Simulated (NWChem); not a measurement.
# CH5Al (SMILES [CH3][AlH2]) at PBE0/def2-SVP (density fitting with ahlrichs coulomb fitting)

Aim: the vertical ionisation energy of CH5Al at PBE0/def2-SVP (density fitting with ahlrichs coulomb fitting), from 2 runs. 

The calculation is run with NWChem 7.3.0.

2 further runs of the same task are left out: 2 set aside as unsound or not needed.

## Step 1: The structure to begin with

The species is CH5Al (7 atoms), meant as a singlet with charge 0. SMILES: `[CH3][AlH2]`. The shape is that of a PBE0-D4/def2-TZVP optimisation.

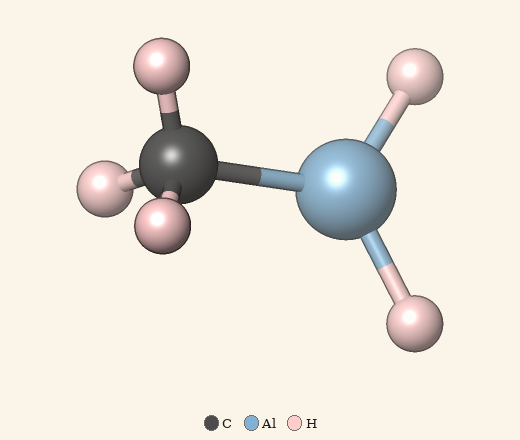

The structure, seen from a chosen angle (carbon dark grey, aluminium light blue, hydrogen pink).

## Step 2: A single-point energy at PBE0/def2-SVP (density fitting with ahlrichs coulomb fitting)

struct.nw

```
start struct
title "CH5Al"
memory total 2200 mb
geometry units angstrom noautosym nocenter noautoz
  C       -0.448500      -0.695600      -0.355500
  Al       0.562900       0.778300       0.424700
  H       -1.063100      -1.219600       0.380800
  H       -1.134400      -0.306400      -1.118200
  H        0.193400      -1.425500      -0.855600
  H        0.016000       1.549300       1.703400
  H        1.934800       1.251600      -0.225400
end
basis spherical bse
  C library def2-SVP
  Al library def2-SVP
  H library def2-SVP
end
basis "cd basis" spherical
  C library "ahlrichs coulomb fitting"
  Al library "ahlrichs coulomb fitting"
  H library "ahlrichs coulomb fitting"
end
dft
  xc pbe0
  grid fine
  convergence energy 1e-08
  maxiter 100
  mulliken
  print low
end
task dft energy
```

Command:

```sh
$ nwchem struct.nw > struct.out
```

Log:

```text
[...]
 d= 0,ls=0.0,diis     1   -283.2260988941 -3.34D+02  7.77D-03  1.37D-01     0.7
[...]
 d= 0,ls=0.0,diis     7   -283.2449041740 -4.91D-09  4.13D-07  1.96D-10     3.2
         Total DFT energy =     -283.244904174001
      One electron energy =     -491.616880203563
           Coulomb energy =      183.498058148070
    Exchange-Corr. energy =      -25.744537511588
 Nuclear repulsion energy =       50.618455393081
[...]
      Total Density - Mulliken Population Analysis
     ---------------------------------------------
    Atom       Charge   Shell Charges
 -----------   ------   -------------------------------------------------------
    1 C    6     6.45   1.99  0.87  0.32  2.11  1.16  0.01
    2 Al  13    12.40   2.00  1.99  0.97  0.12  5.92  0.83  0.44  0.13
    3 H    1     0.93   0.72  0.18  0.03
    4 H    1     0.93   0.72  0.19  0.03
    5 H    1     0.93   0.72  0.18  0.03
    6 H    1     1.18   0.71  0.46  0.01
    7 H    1     1.18   0.71  0.46  0.01
[...]
```

It took 3.9 s on 1 thread of Intel Xeon 6975P-C (Granite Rapids), shared host; peak memory 0.12 GiB.

## Step 3: The doublet cation, same level

ch5al.nw

```
start ch5al
title "CH5Al energy"
memory 2200 mb
charge 1

geometry noautosym nocenter noautoz
C    -0.448500   -0.695600   -0.355500
Al    0.562900    0.778300    0.424700
H    -1.063100   -1.219600    0.380800
H    -1.134400   -0.306400   -1.118200
H     0.193400   -1.425500   -0.855600
H     0.016000    1.549300    1.703400
H     1.934800    1.251600   -0.225400
end

basis spherical bse
* library def2-SVP
end

basis "cd basis" spherical
* library "ahlrichs coulomb fitting"
end

dft
xc pbe0
mult 2
grid fine
convergence energy 1e-08
maxiter 100
mulliken
print low
end

task dft energy
```

Command:

```sh
$ nwchem ch5al.nw > ch5al.out
```

Log:

```text
[...]
 d= 0,ls=0.0,diis     1   -282.7136292228 -3.33D+02  1.28D-02  2.81D-01     0.8
[...]
 d= 0,ls=0.5,diis    31   -282.8516422302  9.93D-09  3.32D-06  1.66D-07    21.6
[...]
         Total DFT energy =     -282.851642137256
      One electron energy =     -485.510374811919
           Coulomb energy =      177.475566515073
    Exchange-Corr. energy =      -25.435289233492
 Nuclear repulsion energy =       50.618455393081
[...]
      Total Density - Mulliken Population Analysis
     ---------------------------------------------
    Atom       Charge   Shell Charges
 -----------   ------   -------------------------------------------------------
    1 C    6     6.45   1.99  0.88  0.32  2.11  1.15  0.01
    2 Al  13    12.19   2.00  1.99  1.11  0.01  5.92  0.77  0.27  0.12
    3 H    1     0.85   0.70  0.12  0.03
    4 H    1     0.86   0.70  0.13  0.03
    5 H    1     0.85   0.70  0.12  0.03
    6 H    1     0.89   0.63  0.26  0.01
    7 H    1     0.90   0.63  0.26  0.01
[...]
      <S2> =      0.7704 (Exact =     0.7500)
[...]
```

Run time: 23 s. Hardware: 1 thread of Intel Xeon 6975P-C (Granite Rapids), shared host; peak memory 0.12 GiB.

## Step 4: What came out

At PBE0/def2-SVP (density fitting with ahlrichs coulomb fitting):

| quantity | value |
| --- | --- |
| singlet CH5Al: total energy | -283.24490 Eh |
| doublet cation: total energy | -282.85164 Eh |
| doublet cation: ⟨S²⟩ | 0.770 |
| vertical ionisation energy (to the doublet cation) | 10.701 eV |

**Reading.** Removing an electron at fixed nuclei costs 10.70 eV (247 kcal/mol). Mulliken charges (singlet CH5Al) run from -0.45 on C1 to +0.60 on Al2. Mulliken charges (doublet cation) run from -0.45 on C1 to +0.81 on Al2.
